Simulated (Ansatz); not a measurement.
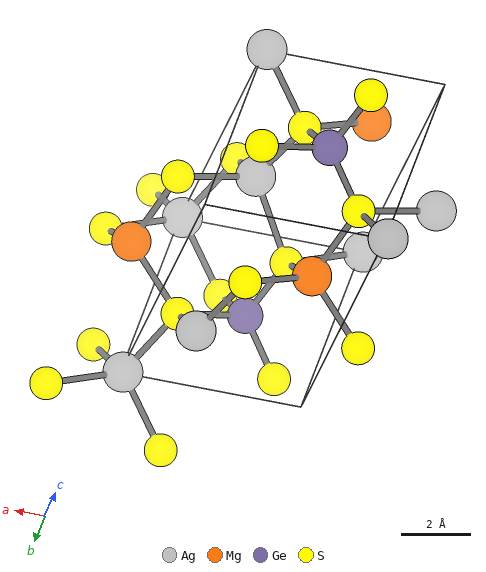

A crystal of MgAg₂GeS₄ (built on the kesterite type), before the relaxation. Style: ball-and-stick. Shown: the cell of the calculation, reduced to other axes, from a free direction. Lengths and directions refer to the drawn axes.

Case: shaken.

All numbers below come from DFT, PBEsol, plane waves, PAW in Ansatz 0.2.0.

Input
```yaml
crystal:
  lattice:
    - [-2.8425756402, 2.8624091071, 5.5408299017]
    - [2.7436076803, -2.7351043436, 5.4239311582]
    - [2.9269618039, 2.8194905072, -5.4750607419]
  atoms:
    - { symbol: Ag, position: [-0.0045592269, -0.0210490888, -0.0166713316] }
    - { symbol: Ag, position: [0.7799286045, 0.2398846182, 0.5227493013] }
    - { symbol: Mg, position: [0.2611869904, 0.7652689105, 0.5133834942] }
    - { symbol: Ge, position: [0.4929247913, 0.4741890406, -0.038817065] }
    - { symbol: S, position: [0.162161583, 0.6132029899, 1.0077835195] }
    - { symbol: S, position: [0.399637867, 0.4060409141, 0.5691418885] }
    - { symbol: S, position: [0.5973441283, 0.1556865254, -0.0192902501] }
    - { symbol: S, position: [0.8447228327, 0.8528780196, 0.4570558093] }
kpoints:
  mp_grid: { grid: [4, 4, 4] }
hamiltonian:
  xc: pbesol
scf:
  occupations: { method: fermi_dirac, width: 0.05 }
relax:
  f_tol: 0.01
  cell: {}
  max_steps: 120
output:
  write_density: true
  write_potential: true
  elf: true
  volumetric_format: npy
```

Launched with:
```bash
ansatz run input.yaml --threads 4 --pin off --max-ram 4608MiB --backend cpu --events-out ev --progress --plain --runs-dir out
```

Question: What does the optimiser find from here?

Answer: Over 5 accepted moves (6 points after the start) the energy falls by 102 meV per atom. The largest force component goes from 3.7 to 0.0081 eV/Å. The pressure goes from 2.29 to −0.02 GPa. The SCF was repeated once at an unchanged geometry on a basis and grid sized afresh for the cell, which shifted the energy by less than 0.05 meV per atom at most. The atom that moves furthest relative to the cell is Ag2 (0.17 Å along [0 3 −1]). Largest moves by element: Ag 0.17 Å, Ge 0.16 Å, S 0.11 Å, Mg 0.09 Å. Cell: a 5.671 → 5.646 Å (−0.5 %), b 5.683 → 5.653 Å (−0.5 %), c 6.665 → 6.763 Å (+1.5 %), α 113.2° → 114.7°, β 113.5° → 114.7°, γ 91.7° → 90.0°. Volume −1.3 %. Near-neighbour distances that change, for instance: Ag2–S8 2.257 → 2.488 Å, Ag1–S6 2.744 → 2.524 Å, Ag2–S7 2.692 → 2.488 Å, Ge4–S6 2.034 → 2.238 Å. Bond angles that change, for instance: S5–Ge4–S8 102.3° → 109.5°, S5–Ag2–S8 116.3° → 109.5°, S6–Ge4–S7 115.9° → 109.5°. The space group (tolerance 0.01 Å) goes from P1 (No. 1) to I-4 (No. 82).

History of the run:

```csv
step,"E − E(0), meV/atom","largest force component, eV/Å","pressure, GPa","volume, Å³/atom",note
0,0.00,3.7112,2.29,22.070,
1,-86.40,0.9271,-0.02,21.872,
2,-98.27,0.3794,0.03,21.741,
3,-100.95,0.0681,-0.21,21.844,
4,-101.61,0.0206,0.07,21.741,
5,-101.63,0.0081,-0.02,21.773,
6,-101.59,0.0081,-0.02,21.773,"same geometry, new basis"
```

Final geometry:

```xyz
8
Lattice="-2.8234 2.8273 5.4578 2.8231 -2.8265 5.4575 2.8227 2.8258 -5.4576" Properties=species:S:1:pos:R:3 pbc="T T T"
Ag    5.6295    0.0131    0.0158
Ag   -0.0196    2.8440    2.7475
Mg    2.8035    0.0146    2.7437
Ge    2.8038    2.8409    0.0163
S     1.2932   -1.2584    4.1819
S     1.5319    1.5301    1.3104
S     1.4933    4.1132   -1.2778
S     1.2531    1.3283    6.7669
```

The end point in the same view:

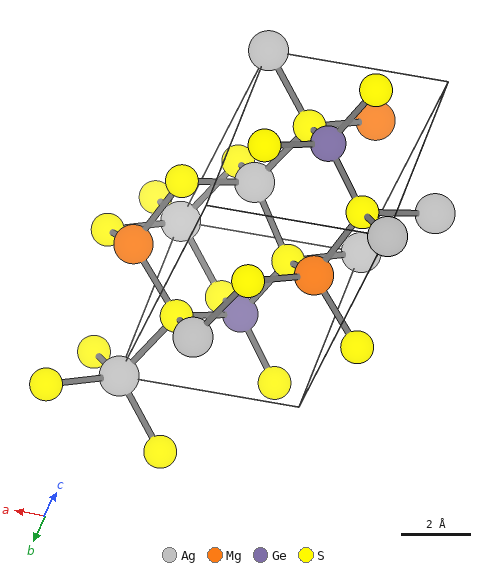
